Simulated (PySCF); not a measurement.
Molecule: SMILES [NH2][Sn]([NH2])([Br])[Br] (H₄Br₂N₂Sn). Atoms near the plane z = 0.0 Å, at the PBE0/def2-SVP optimised geometry (x, y, z in Å): Sn2 (-0.9, -0.8, 0.0), N3 (1.1, -0.8, 0.0), Br5 (-1.5, 1.7, 0.0), H8 (1.5, -1.7, 0.3), H9 (1.5, -0.1, 0.6).

Calculation: PBE0/def2-TZVP, def2 effective core potentials past Kr run with PySCF 2.14.0. The core electrons that the potentials of Sn replace are not part of the density. Cells within 0.4 Å of a nucleus heavier than hydrogen are left out (blank, or x). The values are rescaled to run from 0 to 1.

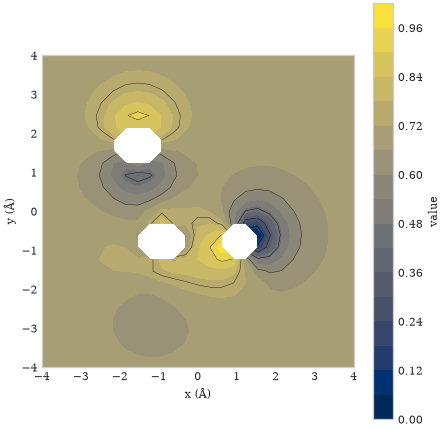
*a field on the plane z = 0.0 Å.*

Problem. Which quantity is mapped?
(A) Laplacian of the electron density
(B) electron localisation function
(C) an orbital amplitude
(D) log10 of the electron density

Solution. C, an orbital amplitude. In full: HOMO amplitude (bohr^(-3/2)).
